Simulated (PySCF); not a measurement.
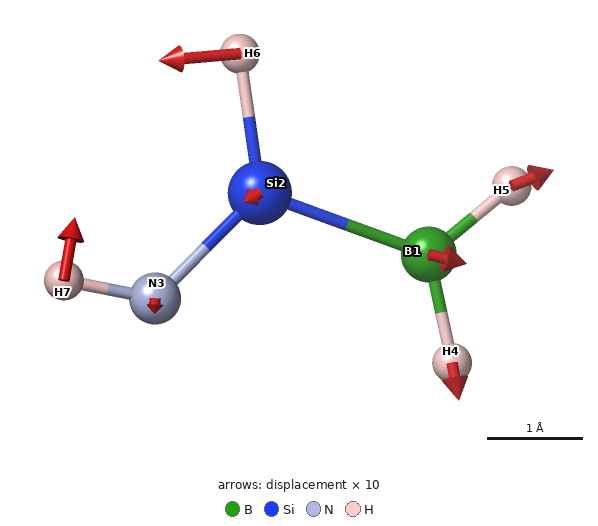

A relaxation of BSiNH$_{4}$. The starting structure is drawn; red arrows show the displacements, magnified 10 times. The two geometries are superimposed by the best rigid fit.

The picture is a ball-and-stick view, seen at a tilt.

Computed with RKS PBE0-D4/def2-TZVP, density fitting (PySCF). 

Question: Atoms of which element are displaced furthest, and by how much?

Answer: Hydrogen: up to 0.090 Å, against 0.043 Å for boron.

Question: What did the optimiser do to the structure, and how much energy did it gain?

Answer: The atom that moves furthest after the best rigid fit is H6 (0.090 Å). By element the largest moves are H 0.090 Å, B 0.043 Å, Si 0.021 Å, N 0.016 Å. Among the contacts that change: B1–Si2 1.941 → 1.998 Å, B1–H4 1.168 → 1.191 Å, Si2–H6 1.484 → 1.496 Å, Si2–N3 1.618 → 1.610 Å. Bond angles that change, for instance: Si2–N3–H7 125.6° → 120.2°, H4–B1–H5 116.9° → 119.8°, Si2–B1–H4 120.8° → 118.3°. Over 4 geometry steps the energy falls by 0.055 eV.
